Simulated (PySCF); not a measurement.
# MnBr₂: structure of the doublet

Aim: relax MnBr₂ as a doublet from a bent start, check by its vibrations whether the end is a minimum, and collect its spectrum and constants.

Computed with PySCF 2.14.0. Level: PBE0, basis Mn def2-SVP, Br def2-SVP, no relativity, density fitting.

**1. Starting geometry**

3 atoms, charge 0, spin multiplicity 2.

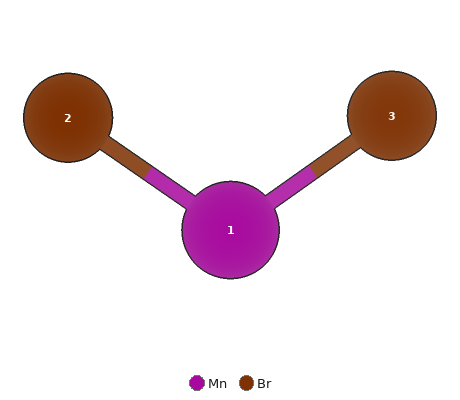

Start geometry, drawn with manganese purple, bromine brown; atoms are numbered from 1 in the order of the file.

```xyz
3
charge 0 multiplicity 2
Mn    0.0000    0.0000   -0.9913
Br    1.9086    0.0000    0.3451
Br   -1.9086    0.0000    0.3451
```

**2. Relaxing the doublet from the bent start**

One driver script runs all steps and calls PySCF; scf.py shows how it sets up the SCF of each step. The optimiser is the driver's own. Before each start the driver seeks the lowest SCF state from one or more starting densities and follows internal instabilities, so scf.py alone need not reach the same state.

The program finds C2v symmetry in the start, which this walk keeps. The walk stops when the largest gradient is under 0.0003 Eh/bohr and the energy has settled too.

scf.py

```python
from pyscf import gto, scf, dft
mol = gto.M(atom='''
Mn     0.000000     0.000000    -0.991344
Br     1.908600    -0.000000     0.345056
Br    -1.908600     0.000000     0.345056''',
    basis={'Mn': 'def2-SVP', 'Br': 'def2-SVP'},
    charge=0, spin=1)
mf = dft.UKS(mol, xc='PBE0')
mf.grids.atom_grid = (50, 194)
aux = {'Mn': 'def2-universal-JKFIT', 'Br': 'def2-universal-JKFIT'}
mf = mf.density_fit(auxbasis=aux)
mf.kernel()
```

The runs that follow: Hessian and properties.

**Question.** What will these runs give? Wanted: minimum; geometry; wavenumbers; dipole moment; highest occupied, lowest empty level; polar-tensor charge of Mn1; zero-point energy; atomisation energy; ⟨S²⟩.

The runs gave:

| quantity | value |
| --- | --- |
| minimum | broken-symmetry (Ms = 1/2), D∞h |
| geometry | Mn–Br 2.301 Å (×2); Br–Mn–Br 180.0° |
| wavenumbers (cm⁻¹) | 57, 57, 212, 403 |
| dipole moment | 0.00 D |
| highest occupied, lowest empty level (either spin) | -7.95, -3.53 eV |
| polar-tensor charge of Mn1 | +1.27 e |
| zero-point energy | 4.4 kJ/mol |
| entropy at 298.15 K | 311.4 J/(mol K) |
| atomisation energy (no zero-point energy) | 437 kJ/mol |
| ⟨S²⟩ | 2.722 |

What this shows: The bent start (C2v) ends in a minimum of D∞h symmetry. The determinant is spin-contaminated (⟨S²⟩ = 2.72 against 0.75), so it is no pure spin state. In the infrared the band at 403 cm⁻¹ leads. The dipole vanishes although Mn1 carries +1.3 e by the polar tensor: the bond dipoles cancel. Only this shape and spin were tried, so other structures or states may lie lower. The SCF density has lower symmetry than the nuclear frame. Modes under about 90 cm⁻¹ are uncertain by tens of cm⁻¹. One determinant may miss the lowest occupation of an open d or f shell.
